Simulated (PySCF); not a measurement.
The calculation's input:

```
mol = gto.M(atom='''
Hf     0.00000     0.00000     0.00000
H      1.51431     0.00000     1.06929
H     -0.00000     1.51431    -1.06929
H     -1.51431    -0.00000     1.06929
H      0.00000    -1.51431    -1.06929''',
    basis={'Hf': 'def2-SVP', 'H': 'def2-SVP'},
    ecp={'Hf': 'def2-SVP'},
    charge=0, spin=0)
mf = dft.RKS(mol, xc='PBE')
mf.grids.atom_grid = (75, 302)  # f atoms: at least (60, 302), unpruned
mf = mf.density_fit()  # Hf def2-universal-JKFIT, H def2-universal-JKFIT
mf.conv_tol = 1e-09; mf.max_cycle = 55
mf.kernel(dm0)
```

Launched as:

```sh
OMP_NUM_THREADS=2 python run.py
```

Core potentials replace the inner electrons of Hf.

All numbers below come from PySCF 2.14.0, RKS PBE, Hf def2-SVP with ECP60, H def2-SVP; non-relativistic Hamiltonian with scalar-relativistic core potentials where named; density fitting.

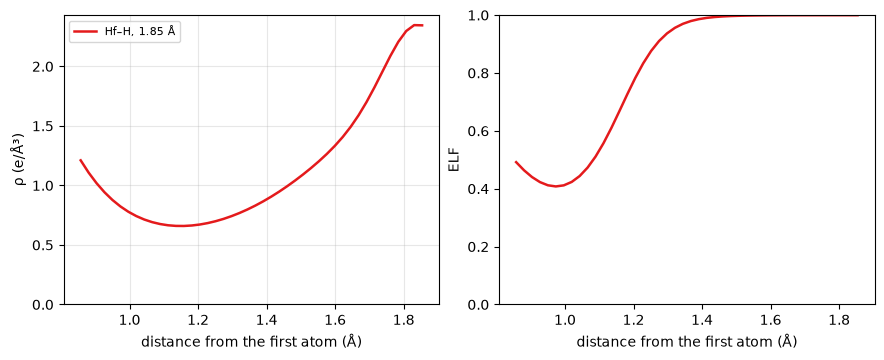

H₄Hf (Hf(H)4). Electron density and ELF along straight lines between neighbouring atoms. The curves leave out the atomic cores.

Q: What can be read from the curves?

A: Hf–H (1.85 Å): ρ is about 0.94 e/Å³ halfway; the ELF climbs to about 1 towards the hydrogen.
